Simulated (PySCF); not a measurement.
```xyz
21

C     2.8785   -0.2298    0.0362
C     1.4509   -0.7687    0.0470
C     0.4544    0.3459   -0.1728
C    -0.1890    1.0592    0.9704
C    -1.0302    0.1884    0.0675
Si   -2.1886    0.9892   -1.1993
C    -1.5429   -1.0926    0.6594
Cl   -1.7621   -2.3192   -0.6239
H     3.0123    0.5047    0.8275
H     3.5921   -1.0364    0.1871
H     3.0968    0.2492   -0.9158
H     1.2669   -1.2633    1.0021
H     1.3375   -1.5155   -0.7435
H     0.7144    0.9607   -1.0290
H    -0.3157    2.1305    0.9224
H     0.0108    0.6941    1.9685
H    -3.5554    0.9288   -0.6783
H    -1.7641    2.3819   -1.3554
H    -2.0819    0.2900   -2.4770
H    -2.5259   -0.9508    1.1116
H    -0.8678   -1.5292    1.3948
```

Geometry: GFN2-xTB.

Level of theory: PBE0/pcSseg-1, SCF density, gas phase, non-relativistic in PySCF 2.14.0.

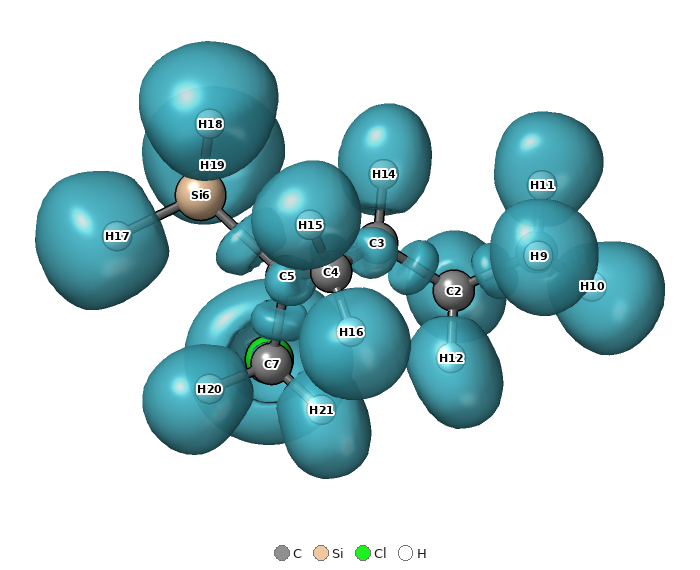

C6H13ClSi. Isosurface of the electron localisation function at 0.8 (cyan), seen at a tilt. Core shells and regions of very low density are left out.

Describe the localisation domains.

At this value the surface marks out six regions between bonded C–C atoms (shared pairs), one region between bonded C–Cl atoms (shared pairs), one region between bonded C–Si atoms (shared pairs), 13 regions around hydrogen nuclei and one ring or bowl of non-bonding electrons around Cl. Along the contacts the grid gives the following. C–C (1.49 Å): the ELF peaks at about 0.90 between the atoms: a shared electron pair. C–Cl (1.79 Å): the ELF peaks at about 0.90 between the atoms: a covalent bond.
